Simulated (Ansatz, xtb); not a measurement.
**Loss of H2: BH2(SH) → HBS + H2**

Species: BH2(SH), singlet; HBS (hydrogen boron sulfide) `B=S`, singlet; H2 (hydrogen), singlet. 

Shapes, held fixed at every level: PBE0-D4/def2-TZVP. Programs: Ansatz 0.2.0, xtb 6.7.1. The zero-point and thermal change to 298 K, harmonic and unscaled (PBE0-D4/def2-TZVP), is -13.3 kJ/mol.

| level | kind | ΔH(298 K) (kJ/mol) | less CCSD(T)/CBS estimate |
| --- | --- | --- | --- |
| GFN1-xTB | semi-empirical | +93.8 | +35.3 |
| HF/def2-TZVPP | Hartree–Fock | +73.3 | +14.8 |
| SPW92/def2-TZVPP | LDA | +96.0 | +37.5 |
| r2SCAN0-D4/def2-TZVPP | global hybrid | +77.8 | +19.3 |
| wB97X-V/def2-TZVPP | range-separated hybrid | +78.6 | +20.1 |
| CCSD(T)/def2-SVP | coupled cluster or CI | +55.4 | -3.1 |
| CCSD/def2-SVP | coupled cluster or CI | +62.9 | +4.4 |
| CCSD/def2-TZVPP | coupled cluster or CI | +65.6 | +7.1 |
| CCSD(T)/CBS estimate | coupled cluster or CI | +58.5 | 0.0 |

The highest level, CCSD(T)/CBS estimate, gives ΔH(298 K) = +58.5 kJ/mol; the levels span +55.4 to +96.0. The column of differences is taken from that level and isn't an error. No measured value is set beside it here. The CBS estimate extrapolates MP2 from def2-TZVPP and def2-QZVPP and adds CCSD(T) − MP2 in the triple-zeta set, cores frozen; for H2 it overshoots the exact energy by about 1 mEh.

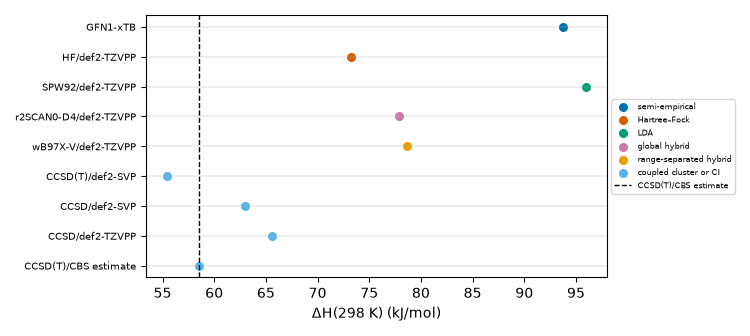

The values of the table, level by level.
